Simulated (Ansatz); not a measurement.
## Electronic structure of C7H12O3 (SMILES COC(=O)CC(=O)C(C)C) in real space

```yaml
atoms:
  - { symbol: C, position_ang: [-3.3174, -1.2464, 1.5140] }
  - { symbol: O, position_ang: [-2.3819, -0.1704, 1.5019] }
  - { symbol: C, position_ang: [-1.1261, -0.5125, 1.2133] }
  - { symbol: O, position_ang: [-0.7734, -1.6400, 0.9872] }
  - { symbol: C, position_ang: [-0.2204, 0.6915, 1.1791] }
  - { symbol: C, position_ang: [0.1806, 0.9848, -0.2662] }
  - { symbol: O, position_ang: [-0.3527, 1.8768, -0.8720] }
  - { symbol: C, position_ang: [1.2685, 0.1155, -0.8556] }
  - { symbol: C, position_ang: [1.1834, 0.0698, -2.3696] }
  - { symbol: C, position_ang: [2.6224, 0.6548, -0.3855] }
  - { symbol: H, position_ang: [-4.2771, -0.7999, 1.7628] }
  - { symbol: H, position_ang: [-3.0350, -1.9904, 2.2598] }
  - { symbol: H, position_ang: [-3.3600, -1.7255, 0.5352] }
  - { symbol: H, position_ang: [-0.7240, 1.5645, 1.5870] }
  - { symbol: H, position_ang: [0.6659, 0.4445, 1.7668] }
  - { symbol: H, position_ang: [1.1353, -0.8886, -0.4385] }
  - { symbol: H, position_ang: [0.2267, -0.3388, -2.7002] }
  - { symbol: H, position_ang: [1.9812, -0.5568, -2.7740] }
  - { symbol: H, position_ang: [1.2796, 1.0712, -2.7925] }
  - { symbol: H, position_ang: [2.7862, 1.6654, -0.7678] }
  - { symbol: H, position_ang: [2.7042, 0.6844, 0.7034] }
  - { symbol: H, position_ang: [3.4250, 0.0161, -0.7597] }
```

Geometry: PBE0-D4/def2-TZVP.

Theory: RKS PBE0-D4/def2-TZVPP (Ansatz 0.2.0).

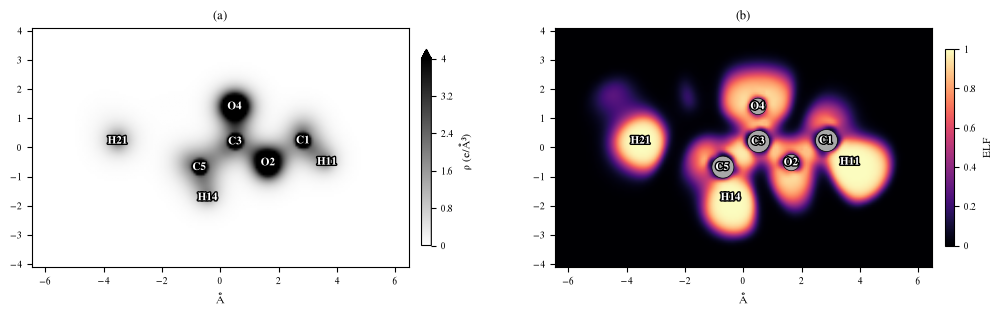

Figure 1. (a) electron density; (b) electron localisation function on the plane of atoms O2, C3 and O4. Grey discs cover the atomic cores in the ELF map.

Question: Read the bonding off the picture.

Answer:
- Atoms in the plane: C, O and H.
- C–O (1.20 Å): ρ at the midpoint is about 3.4 e/Å³; the ELF peaks at about 0.85 between the atoms; a short, multiple covalent bond.
- C–C (1.51 Å): the density is about 1.8 e/Å³ at the midpoint; the ELF peaks at about 0.95 between the atoms (localised, covalent bonding).
- C–H (1.09 Å): ρ is about 2 e/Å³ halfway; the ELF climbs to about 1 towards the hydrogen, as it does in any bond to H: a covalent bond by its length.
- C–O (1.33 Å): ρ is about 2.5 e/Å³ halfway, with its minimum of 2.1 e/Å³ about 0.5 Å from C; the ELF peaks at about 0.90 between the atoms (a shared but strongly polarised pair).
- The ELF also peaks beside O2 and O4, away from the bonds: lone-pair regions.

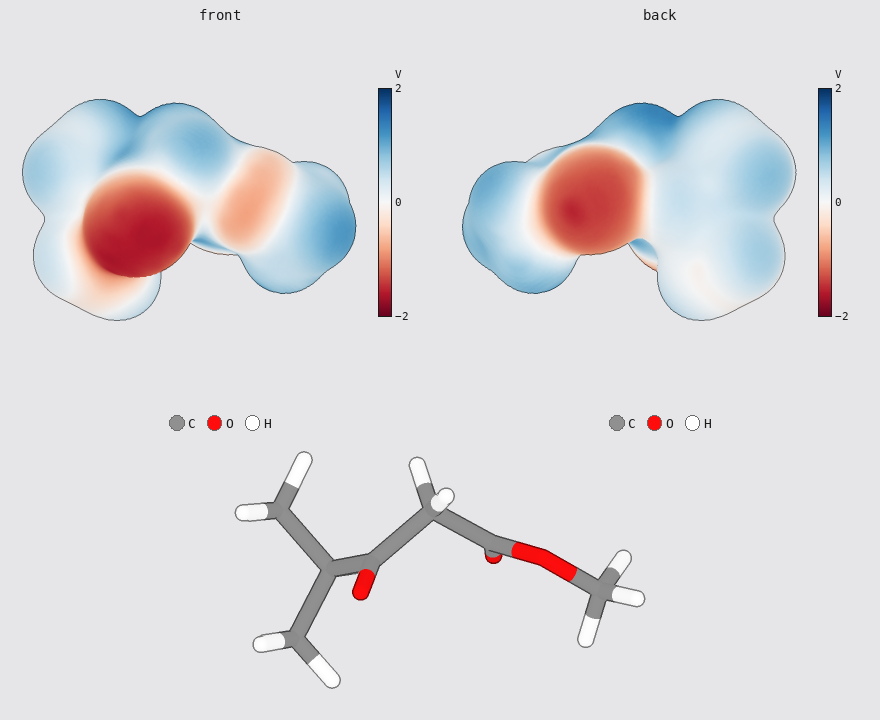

Figure 2. The electrostatic potential painted on the density surface at 0.002 e/bohr³, seen from the front and from behind; the colour scale runs from red (negative) to blue (positive). The bare structure is drawn below in the same view.

Question: Describe the electrostatic potential map.

Answer: The most negative region (about −1.6 V) lies over O7, the most positive (about +1.3 V) over H15. O7 is the likeliest acceptor of a hydrogen bond.

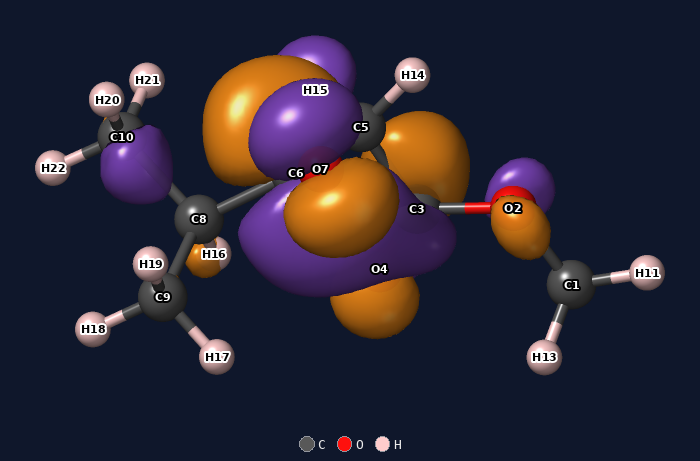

Figure 3. The LUMO at ±0.1 Å⁻³ᐟ² (orange and purple are the two phases), seen at a tilt.

Question: What is the character of this orbital?

Answer: It lies mainly on C6 (about 30 %), O7 (about 25 %), C3 (about 10 %), O4 (about 10 %) and C5 (about 5 %). Its energy is −0.82 eV.
